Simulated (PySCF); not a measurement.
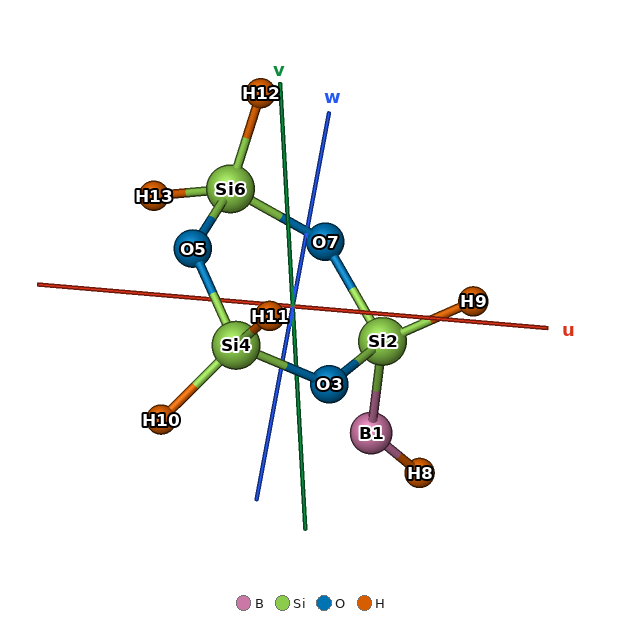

The lines u, v and w are the principal axes of the g tensor. State: neutral, doublet. Computed geometry: GFN2-xTB optimisation. No frequency run is at hand to confirm it as a minimum. Method: UKS B3LYP, pcH-1 on B H O Si, non-relativistic, mean-field spin-orbit, GIAO (PySCF 2.14.0).

**Along which axis does g lie farthest from the free-electron value?**

Along v (nearly parallel to the B1–Si2 bond): the shift is −2101 ppm.

Give the principal values and shifts.

```tsv
axis	g	shift (ppm)
u	2.00207	−249
v	2.00022	−2101
w	2.00238	63
```

The geometry is semi-empirical. Around B, Si such bond lengths and angles can be off by a tenth of an ångström or more and by several degrees, and values that hang on the shape move with them.
